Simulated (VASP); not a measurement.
**CoSi2 with PBE + U: from relaxation to properties**

Wanted: the relaxed cell of CoSi2 and its properties. The steps: magnetic order: ferromagnetic, magnetic order: antiferromagnetic, q = (0, 0, 1/2), magnetic order: antiferromagnetic, q = (1/2, 1/2, 0), the orders side by side, relaxing cell and atoms (PBE + U), second relaxation, density, ELF and potential (PBE + U), bands along the symmetry lines (PBE + U), total and projected DOS (PBE + U), zone-centre phonons (PBE + U) and optical spectrum (PBE + U). The start is a cell from a database of measured crystal structures.

Method: PBE, DFT+U (Co d 4 eV), spin-polarised from a ferromagnetic start (one magnetic atom a cell); plane waves and PAW (Co, Si), in the first sound run; inputs show where later runs differ, in VASP 6.6.1.

### Step 1. Starting point

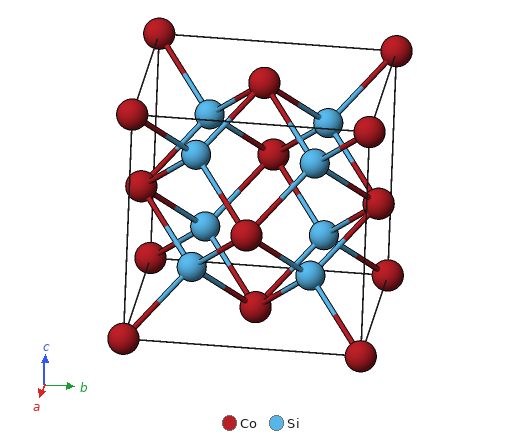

Start, viewed slightly off an axis; cobalt red, silicon blue. This picture shows the conventional cell, with its axes. Some periodic images of atoms are drawn too.

Coordinates:

```cif
data_structure
_symmetry_space_group_name_H-M 'P 1'
_symmetry_Int_Tables_number 1
_cell_length_a 3.7936
_cell_length_b 3.7936
_cell_length_c 3.7936
_cell_angle_alpha 60.000
_cell_angle_beta 60.000
_cell_angle_gamma 60.000
_cell_volume 38.61
loop_
_atom_site_label
_atom_site_type_symbol
_atom_site_fract_x
_atom_site_fract_y
_atom_site_fract_z
_atom_site_occupancy
Co1 Co 0.00000 0.00000 0.00000 1
Si2 Si 0.25000 0.25000 0.25000 1
Si3 Si 0.75000 0.75000 0.75000 1
```

### Step 2. Magnetic order: ferromagnetic

The properties of a magnet depend on its order, so a few collinear patterns are compared first on the cell as listed, beginning with all moments parallel. PBE, the usual starting point, adds the gradient of the density. A Hubbard U penalises fractional filling of the localised shell, which semilocal functionals favour.

File INCAR:

```
SYSTEM = CoSi2
PREC = Accurate
ENCUT = 400
EDIFF = 1E-06
NELM = 100
ISMEAR = 0
SIGMA = 0.05
LREAL = .FALSE.
ALGO = Normal
GGA = PE
NBANDS = 18
ISPIN = 2
MAGMOM = 2 0 0
LDAU = .TRUE.
LDAUTYPE = 2
LDAUL = 2 -1
LDAUU = 4 0
LDAUJ = 0 0
LDAUPRINT = 1
LASPH = .TRUE.
LMAXMIX = 4
LORBIT = 11
LWAVE = .FALSE.
LCHARG = .FALSE.
KPAR = 8
ISIF = 2
```

File POSCAR:

```
CoSi2
1.0
    0.0000000000      2.6825000000      2.6825000000
    2.6825000000      0.0000000000      2.6825000000
    2.6825000000      2.6825000000      0.0000000000
Co Si
1 2
Direct
    0.0000000000      0.0000000000      0.0000000000
    0.2500000000      0.2500000000      0.2500000000
    0.7500000000      0.7500000000      0.7500000000
```

File KPOINTS:

```
Automatic mesh
0
Gamma
7 7 7
0 0 0
```

The projector-augmented-wave data sets are Co and Si (PBE family, release 64).

Started as:

```bash
mpirun -np 8 vasp_std
```

The log of the run:

```text
[banner, memory and clock lines left out]
running    8 mpi-ranks, on    1 nodes
 distrk:  each k-point on    1 cores,    8 groups
 distr:  one band on    1 cores,    1 groups

 POSCAR found type information on POSCAR CoSi
 POSCAR found :  2 types and       3 ions
|                                                                             |
|           W    W    AA    RRRRR   N    N  II  N    N   GGGG   !!!           |
|           W    W   A  A   R    R  NN   N  II  NN   N  G    G  !!!           |
|           W    W  A    A  R    R  N N  N  II  N N  N  G       !!!           |
|           W WW W  AAAAAA  RRRRR   N  N N  II  N  N N  G  GGG   !            |
|           WW  WW  A    A  R   R   N   NN  II  N   NN  G    G                |
|           W    W  A    A  R    R  N    N  II  N    N   GGGG   !!!           |
|                                                                             |
|     For optimal performance we recommend to set                             |
|       NCORE = 2 up to number-of-cores-per-socket                            |
|     NCORE specifies how many cores store one orbital (NPAR=cpu/NCORE).      |
|     This setting can greatly improve the performance of VASP for DFT.       |
|     The default, NCORE=1 might be grossly inefficient on modern             |
|     multi-core architectures or massively parallel machines. Do your        |
|     Unfortunately you need to use the default for GW and RPA                |
|     calculations (for HF NCORE is supported but not extensively tested      |
|     yet).                                                                   |
|                                                                             |

 LDA part: xc-table for (Slater+PW92), standard interpolation
 POSCAR, INCAR and KPOINTS ok, starting setup
 FFT: planning ... GRIDC
 FFT: planning ... GRID_SOFT
 FFT: planning ... GRID
 WAVECAR not read
 entering main loop
       N       E                     dE             d eps       ncg     rms          rms(c)
DAV:   1     0.608840470635E+02    0.60884E+02   -0.56410E+03  1448   0.726E+02
DAV:   2    -0.127197330884E+02   -0.73604E+02   -0.65611E+02  1546   0.172E+02
DAV:   3    -0.160819642477E+02   -0.33622E+01   -0.32968E+01  1800   0.422E+01
DAV:   4    -0.161325452546E+02   -0.50581E-01   -0.50513E-01  1680   0.476E+00
DAV:   5    -0.161337537048E+02   -0.12085E-02   -0.12084E-02  1752   0.762E-01    0.141E+01
DAV:   6    -0.188784329771E+02   -0.27447E+01   -0.11356E+01  1540   0.723E+01    0.144E+01
DAV:   7    -0.157941171944E+02    0.30843E+01   -0.63341E+00  1746   0.570E+01    0.371E+00
DAV:   8    -0.158174262975E+02   -0.23309E-01   -0.48918E-01  1802   0.585E+00    0.170E+00
DAV:   9    -0.158116091430E+02    0.58172E-02   -0.65193E-02  1826   0.359E+00    0.833E-01
DAV:  10    -0.158137503968E+02   -0.21413E-02   -0.42378E-03  1830   0.501E-01    0.337E-01
DAV:  11    -0.158152194208E+02   -0.14690E-02   -0.17467E-03  1874   0.541E-01    0.153E-01
DAV:  12    -0.158155914257E+02   -0.37200E-03   -0.57065E-04  1692   0.198E-01    0.690E-02
DAV:  13    -0.158156118017E+02   -0.20376E-04   -0.27116E-05  1890   0.457E-02    0.276E-02
DAV:  14    -0.158156264303E+02   -0.14629E-04   -0.10451E-05  1664   0.419E-02    0.104E-02
DAV:  15    -0.158156290825E+02   -0.26522E-05   -0.45238E-06  1742   0.206E-02    0.301E-03
DAV:  16    -0.158156292514E+02   -0.16891E-06   -0.26800E-07   824   0.540E-03
   1 F= -.15815629E+02 E0= -.15814610E+02  d E =-.203781E-02  mag=     0.0001
```

The job ended after 16 s (8 MPI ranks of Intel Xeon Platinum 8259CL at 2.50GHz (Skylake/Cascade Lake), shared host; peak memory 1.4 GiB; 99 s of CPU time).

Lines that name or quote the potential files are left out of all logs, and their timing lines are given in words.

Parts of OUTCAR (step 2):

```text
ion  position               nearest neighbor table
   1  0.000  0.000  0.000-   3 2.32   3 2.32   3 2.32   2 2.32   3 2.32   2 2.32   2 2.32   2 2.32

  LATTYP: Found a face centered cubic cell.
 ALAT       =     5.3650000000

 Subroutine GETGRP returns: Found 48 space group operations
 (whereof 48 operations were pure point group operations)

The static configuration has the point symmetry O_h .

 Found     20 irreducible k-points:

   k-points           NKPTS =     20   k-points in BZ     NKDIM =     20   number of bands    NBANDS=     18

   dimension x,y,z NGX =    28 NGY =   28 NGZ =   28
   dimension x,y,z NGXF=    56 NGYF=   56 NGZF=   56

   ENCUT  =  400.0 eV  29.40 Ry    5.42 a.u.   6.19  6.19  6.19*2*pi/ulx,y,z

   NELECT =      17.0000    total number of electrons

 k-points in reciprocal lattice and weights: Automatic mesh
   0.00000000  0.00000000  0.00000000       0.003
   0.14285714  0.00000000  0.00000000       0.023
   0.28571429  0.00000000  0.00000000       0.023
   0.42857143  0.00000000  0.00000000       0.023
   0.14285714  0.14285714  0.00000000       0.017
   0.28571429  0.14285714  0.00000000       0.070
   0.42857143  0.14285714  0.00000000       0.070
  -0.42857143  0.14285714  0.00000000       0.070
  -0.28571429  0.14285714  0.00000000       0.070
[...]
-0.42857143  0.42857143  0.14285714       0.070
  -0.28571429  0.42857143  0.14285714       0.070

atom =   1  type =  1  l = 2

 onsite density matrix

spin component  1

  0.7385 -0.0000 -0.0000  0.0000 -0.0000
 -0.0000  0.7385  0.0000  0.0000  0.0000
 -0.0000  0.0000  0.8447  0.0000  0.0000
  0.0000  0.0000  0.0000  0.7385  0.0000
 -0.0000  0.0000  0.0000  0.0000  0.8447

spin component  2

  0.7384 -0.0000 -0.0000  0.0000 -0.0000
 -0.0000  0.7384  0.0000  0.0000  0.0000
 -0.0000  0.0000  0.8447  0.0000  0.0000
  0.0000  0.0000  0.0000  0.7384  0.0000
 -0.0000  0.0000  0.0000  0.0000  0.8447

 occupancies and eigenvectors

  o =  0.7384  v =  0.0000  0.0000  0.0000  0.0000  0.0000  0.0000  0.9244  0.0000  0.3814 -0.0000      0.0000  0.0000  0.0000  0.0000  0.0000  0.0000  0.0000  0.0000  0.0000  0.0000
  o =  0.7384  v =  0.0000  0.0000  0.0000  0.0000  0.0000  0.0000 -0.3814  0.0000  0.9244  0.0000      0.0000  0.0000  0.0000  0.0000  0.0000  0.0000  0.0000  0.0000  0.0000  0.0000
  o =  0.7384  v =  0.0000  0.0000  0.0000  0.0000  0.0000  1.0000  0.0000  0.0000  0.0000  0.0000      0.0000  0.0000  0.0000  0.0000  0.0000  0.0000  0.0000  0.0000  0.0000  0.0000
  o =  0.7385  v =  0.0000 -0.9252  0.0000 -0.3794  0.0000  0.0000  0.0000  0.0000  0.0000  0.0000      0.0000  0.0000  0.0000  0.0000  0.0000  0.0000  0.0000  0.0000  0.0000  0.0000
  o =  0.7385  v =  1.0000  0.0000  0.0000  0.0000  0.0000  0.0000  0.0000  0.0000  0.0000  0.0000      0.0000  0.0000  0.0000  0.0000  0.0000  0.0000  0.0000  0.0000  0.0000  0.0000
  o =  0.7385  v =  0.0000 -0.3794  0.0000  0.9252  0.0000  0.0000  0.0000  0.0000  0.0000  0.0000      0.0000  0.0000  0.0000  0.0000  0.0000  0.0000  0.0000  0.0000  0.0000  0.0000
  o =  0.8447  v =  0.0000  0.0000  0.0000  0.0000  0.0000  0.0000  0.0000 -0.0726 -0.0000  0.9974      0.0000  0.0000  0.0000  0.0000  0.0000  0.0000  0.0000  0.0000  0.0000  0.0000
  o =  0.8447  v =  0.0000  0.0000  0.0000  0.0000  0.0000  0.0000 -0.0000  0.9974 -0.0000  0.0726      0.0000  0.0000  0.0000  0.0000  0.0000  0.0000  0.0000  0.0000  0.0000  0.0000
  o =  0.8447  v =  0.0000  0.0000  0.9233 -0.0000 -0.3840  0.0000  0.0000  0.0000  0.0000  0.0000      0.0000  0.0000  0.0000  0.0000  0.0000  0.0000  0.0000  0.0000  0.0000  0.0000
  o =  0.8447  v =  0.0000 -0.0000 -0.3840  0.0000 -0.9233  0.0000  0.0000  0.0000  0.0000  0.0000      0.0000  0.0000  0.0000  0.0000  0.0000  0.0000  0.0000  0.0000  0.0000  0.0000

 average (electrostatic) potential at core
       1 -77.5963       2 -79.6622       3 -79.6622

 E-fermi :   9.8647

 spin component 1
 k-point     1 :       0.0000    0.0000    0.0000
  band No.  band energies     occupation
    ...
      2       5.7213      1.00000
      3       5.7213      1.00000
      4       5.7213      1.00000
      5       7.4971      1.00000
      6       7.4971      1.00000
      7      10.6533      0.00000
      8      13.2612      0.00000
      9      13.2612      0.00000
     10      13.2612      0.00000
     11      13.5421      0.00000
    ...

 k-point     2 :       0.1429    0.0000    0.0000
  band No.  band energies     occupation
    ...
      2       5.0354      1.00000
      3       5.8293      1.00000
      4       5.8293      1.00000
      5       7.4332      1.00000
      6       7.4332      1.00000
      7      10.3677      0.00000
      8      11.6614      0.00000
      9      12.1266      0.00000
     10      12.1266      0.00000
     11      14.3267      0.00000
    ...

 k-point     3 :       0.2857    0.0000    0.0000
  band No.  band energies     occupation
    ...
      3       6.0391      1.00000
      4       6.0391      1.00000
      5       7.4400      1.00000
      6       7.4400      1.00000
      7       8.6585      1.00000
      8      10.8537      0.00000
      9      10.8537      0.00000
     10      12.3562      0.00000
     11      13.5711      0.00000
     12      13.5711      0.00000
    ...

 k-point     4 :       0.4286    0.0000    0.0000
  band No.  band energies     occupation
    ...
      5       7.7658      1.00000
      6       7.7788      1.00000
      7       7.7788      1.00000
      8       9.7627      0.99804
      9       9.7627      0.99804
     10      12.6199      0.00000
     11      13.2232      0.00000
     12      13.2232      0.00000
     13      14.2516      0.00000
     14      19.5826      0.00000
    ...

 k-point     5 :       0.1429    0.1429    0.0000
  band No.  band energies     occupation
    ...
      2       5.0990      1.00000
      3       5.7642      1.00000
      4       5.7642      1.00000
      5       7.1570      1.00000
      6       7.5928      1.00000
      7      10.9868      0.00000
      8      11.0170      0.00000
      9      11.0170      0.00000
     10      11.8861      0.00000
     11      13.7710      0.00000
    ...

 k-point     6 :       0.2857    0.1429    0.0000
  band No.  band energies     occupation
    ...
      3       5.8891      1.00000
      4       5.9384      1.00000
      5       6.8454      1.00000
      6       7.6806      1.00000
      7       9.0113      1.00000
      8      10.0475      0.00000
      9      10.6143      0.00000
     10      11.7653      0.00000
     11      14.1074      0.00000
     12      14.7448      0.00000
    ...

  Total       -1.2835439     -1.2835439     -1.2835439      0.0000000     -0.0000000      0.0000000
  in kB      -53.2687043    -53.2687043    -53.2687043      0.0000000     -0.0000000      0.0000000
  external PRESSURE =     -53.2687043 kB  Pullay stress =       0.0000000 kB

  energy-cutoff  :      400.00
  volume of cell :       38.61
      direct lattice vectors                 reciprocal lattice vectors
     0.000000000  2.682500000  2.682500000    -0.186393290  0.186393290  0.186393290
     2.682500000  0.000000000  2.682500000     0.186393290 -0.186393290  0.186393290
     2.682500000  2.682500000  0.000000000     0.186393290  0.186393290 -0.186393290

 POSITION                                       TOTAL-FORCE (eV/Angst)
 -----------------------------------------------------------------------------------
      0.00000      0.00000      0.00000        -0.000000     -0.000000     -0.000000
      1.34125      1.34125      1.34125        -0.000000     -0.000000     -0.000000
      4.02375      4.02375      4.02375         0.000000      0.000000      0.000000
 -----------------------------------------------------------------------------------
    total drift:                               -0.000000     -0.000000      0.000000

  FREE ENERGIE OF THE ION-ELECTRON SYSTEM (eV)
  ---------------------------------------------------
  free  energy   TOTEN  =       -15.8156292514 eV

  energy  without entropy=      -15.8135914458  energy(sigma->0) =      -15.81461035

 total charge
# of ion       s       p       d       tot
------------------------------------------
    1        0.523   0.689   7.766   8.979
    2        0.715   0.865   0.000   1.580
    3        0.715   0.865   0.000   1.580
--------------------------------------------------
tot          1.954   2.419   7.766  12.139

 magnetization (x)
# of ion       s       p       d       tot
------------------------------------------
    1       -0.000   0.000   0.000   0.000
    2       -0.000  -0.000   0.000  -0.000
    3       -0.000  -0.000   0.000  -0.000
--------------------------------------------------
tot         -0.000  -0.000   0.000   0.000

[... 6 further parts left out ...]
```

The k-mesh is coarse for a metal. A U on the itinerant d states of such a compound is hard to justify; it moves the bands at the Fermi level. At this level the cell is under a tension of 5.3 GPa, so at these settings it is away from equilibrium.

This step gave:

```yaml
scf_cycles: 16
electrons: 17
bands: 18
irreducible_k_points: 20
symmetry_operations: 48
free_energy_toten: -15.82 eV
energy_at_zero_smearing: -15.81 eV
fermi_energy: 9.865 eV
pressure: -5.327 GPa
metallic: yes
```

The spin moment in the PAW sphere vanishes on all atoms.

The moments fall under 0.1 μB, and the mesh shows no gap.

(Continued in part 2 of 8.)

[Lines on the potential files, build, host, timing and source positions are cut from VASP's logs without a mark.]

[Logs are printed without paths, hosts, clocks, repeated set-up lines and the standing remarks that a program may print on its own settings, such as how far it seeks lower states.]

[Hosts, paths, dates, database ids (printed as entryN), source tags and the programs' standing remarks are cut or masked in the printed files.]

[A measured line is paired with the nearest computed mode of its activity, which favours agreement.]
